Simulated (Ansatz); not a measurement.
H2···AlCl3 (SMILES [H][H].Cl[Al](Cl)Cl)

Input file:

```
crystal:
  periodic: [false, false, false]
  atoms:
    - {symbol: H, position_ang: [-0.098777, -0.167075, -3.368524]}
    - {symbol: H, position_ang: [0.003713, 0.143857, -4.039160]}
    - {symbol: Cl, position_ang: [0.451594, 0.001503, -0.171879]}
    - {symbol: Al, position_ang: [0.023110, 0.005529, 1.852551]}
    - {symbol: Cl, position_ang: [-1.645271, -0.992500, 2.559384]}
    - {symbol: Cl, position_ang: [1.265532, 1.008586, 3.167626]}
basis:
  gaussian: {orbitals: "def2-TZVPPD.json"}
hamiltonian: {xc: pbe0, dispersion: d4}
output: {orbitals: {seedname: orbitals}}
```

Command:

```sh
ansatz run in.yaml --threads 4 --pin off --events-out ev --progress --plain --max-ram 9574MiB
```

Geometry: PBE0-D4/def2-TZVP.

All numbers below come from Ansatz 0.2.0, RKS PBE0-D4/def2-TZVPPD.

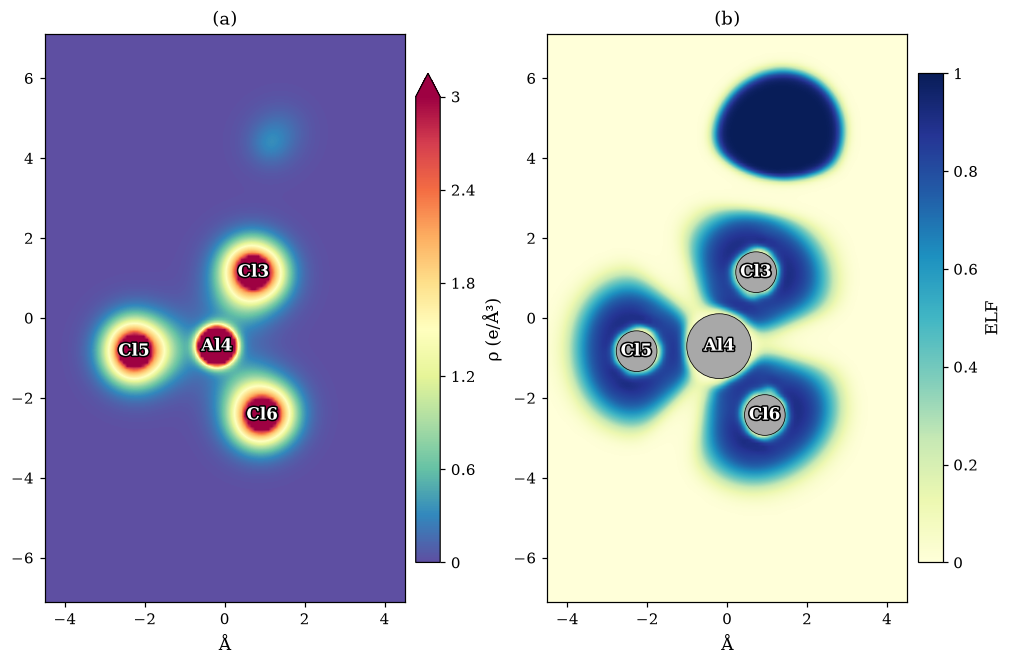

Figure 1. (a) electron density; (b) ELF on the plane of atoms Cl5, Al4 and Cl6. Grey discs cover the atomic cores in the ELF map.

What does the map show?

Atoms in the plane: Cl and Al. Al–Cl (2.07 Å): the density is about 0.78 e/Å³ at the midpoint; the ELF peaks at about 0.85 in the valence shell of Cl, 0.9 Å from its nucleus, and is about 0.80 at the midpoint. The ELF also peaks beside Cl6, Cl5 and Cl3, away from the bonds: lone-pair regions.

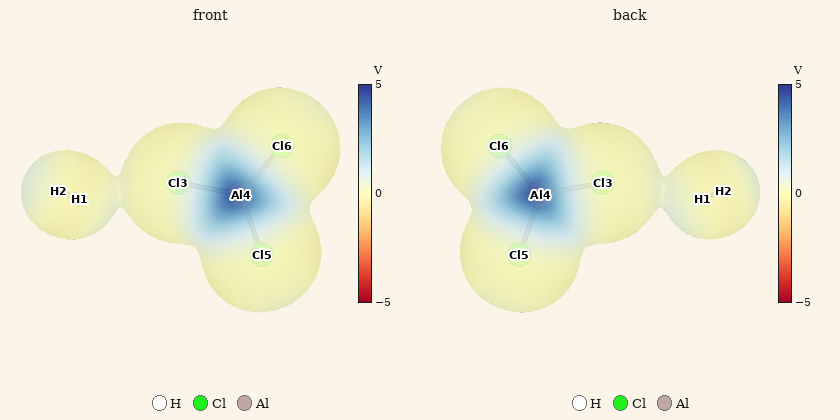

Figure 2. The electrostatic potential painted on the density surface at 0.002 e/bohr³, seen from the front and from behind; red is negative and blue positive.

Where is the surface potential most negative and most positive?

The most negative region (about −0.2 V) lies over the Cl and H atoms, the most positive (about +4.1 V) over Al4.

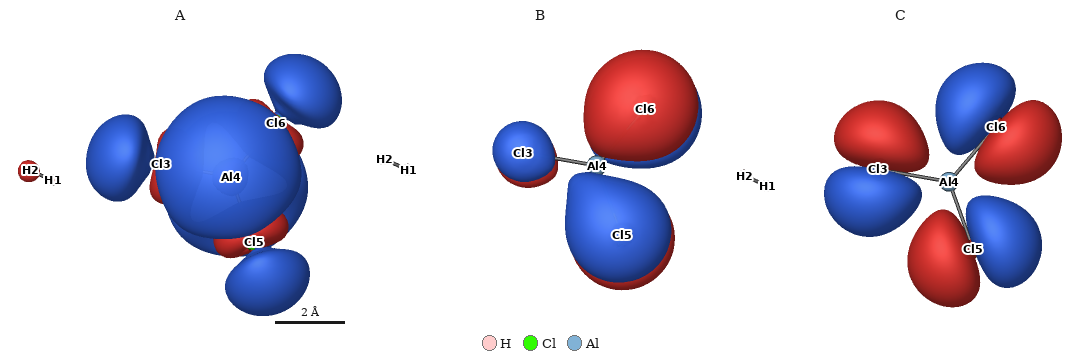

Figure 3. Three frontier orbitals at ±0.04 Å⁻³ᐟ² (blue and red are the two phases), in no order.

Which picture is the HOMO−1, the HOMO and the LUMO?

B is the HOMO−1 (−9.90 eV). By Hirshfeld shares it lies mainly on Cl6 (about 55 %) and Cl5 (about 35 %). C is the HOMO (−9.43 eV). Its weight (Hirshfeld) is mainly on Cl6 (about 30 %), Cl5 (about 30 %) and Cl3 (about 30 %); largely a combination of lone pairs on Cl6, Cl5 and Cl3. A is the LUMO (−1.50 eV). Its weight (Hirshfeld) is mainly on Al4 (about 55 %), Cl6 (about 15 %), Cl5 (about 15 %) and Cl3 (about 15 %).

What is the HOMO–LUMO gap?

7.93 eV between the orbital energies.
